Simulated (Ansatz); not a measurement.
## Effect of As → Sb on As

Consider As in the A7 type structure (space group R-3m, No. 166; a = 3.745 Å, c = 9.754 Å (hexagonal axes); layered).

Perturbation: every As is replaced by Sb; the structure is relaxed again.

Level of theory: PBEsol-D3(BJ), PAW, 420 eV (Ansatz, an electronic-structure program; scalar-relativistic without spin-orbit coupling). Γ-centred 13×13×13 mesh, Fermi–Dirac width 0.05 eV, for the changed cell.

```yaml
volume_per_atom: 28.18 Å³ (base 19.75 Å³)
density: 7.17 g/cm³ (base 6.30 g/cm³)
lattice_parameter_a: 8.066 bohr (base 7.078 bohr)
c/a ratio: 2.511 (base 2.604)
space_group: R-3m (No. 166) (base R-3m (No. 166))
shortest_interatomic_distance: 5.500 bohr (base 4.757 bohr)
band_gap: zero (base zero)
```

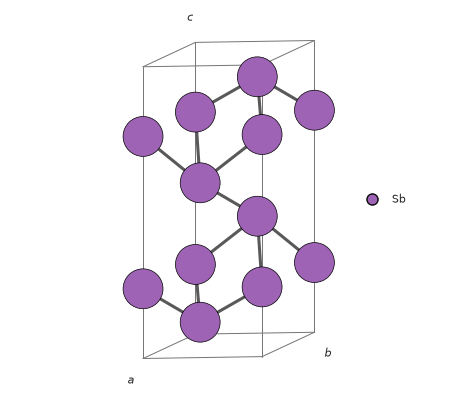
Fig. 1. The relaxed conventional cell after the change

Cost of the whole job for the changed cell (relaxation, final SCF and bands): about 70 core-seconds (a rough figure).

Spin-orbit coupling, missing from the scalar runs, can matter with Sb. Whether these cells are dynamically stable was not tested.
